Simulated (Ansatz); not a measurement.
Input file:

```
crystal:
  periodic: [false, false, false]
  atoms:
    - { symbol: Si, position_ang: [-0.685733, 0.318149, -0.17498] }
    - { symbol: H, position_ang: [1.548863, -1.138839, 0.421413] }
    - { symbol: Cl, position_ang: [-0.268848, -0.942722, -1.722087] }
    - { symbol: Cl, position_ang: [-1.010093, -0.731846, 1.542199] }
    - { symbol: Cl, position_ang: [-2.395003, 1.340576, -0.630004] }
    - { symbol: H, position_ang: [1.979772, -0.590361, 0.48512] }
    - { symbol: Cl, position_ang: [0.831042, 1.744941, 0.078338] }
basis:
  gaussian: { orbitals: def2-SVP }
hamiltonian:
  xc: r2scan
relax:
  f_tol: 0.03
  max_steps: 50
output:
  orbitals: {}
```

Run with:

```sh
ansatz run input.yaml --threads 2 --pin off --max-ram 3072MiB --backend cpu --events-out ev --progress --plain --runs-dir out
```

The fields are those of the run's last geometry, not of the input's.

The calculation used Ansatz, RKS r2SCAN/def2-SVP.

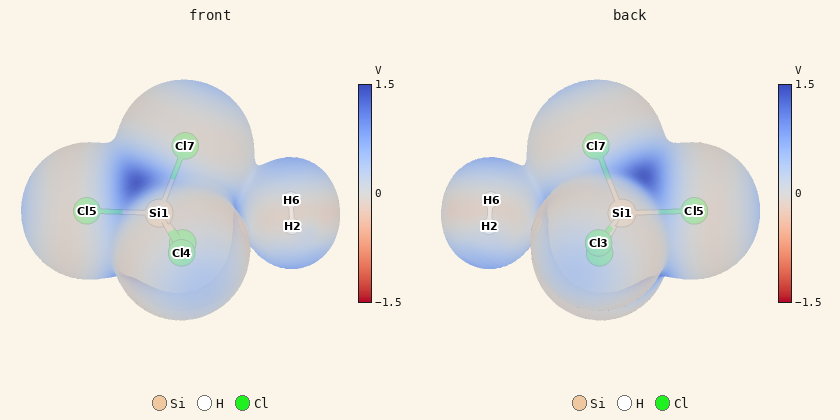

Cl₄Si···H₂. The electrostatic potential painted on the density surface at 0.002 e/bohr³, seen from the front and from behind; the colour scale runs from red (negative) to blue (positive).

**Where is the surface potential most negative and most positive?**

The most negative region (about −0.1 V) lies over the Cl and H atoms, the most positive (about +1.3 V) over Si1. Cl3 shows a σ-hole: about +0.4 V at the tip opposite its bond, against about 0.0 V on its flanks. Cl4 shows a σ-hole: about +0.4 V at the tip opposite its bond, against about 0.0 V on its flanks. Cl5 shows a σ-hole: about +0.4 V at the tip opposite its bond, against about 0.0 V on its flanks.
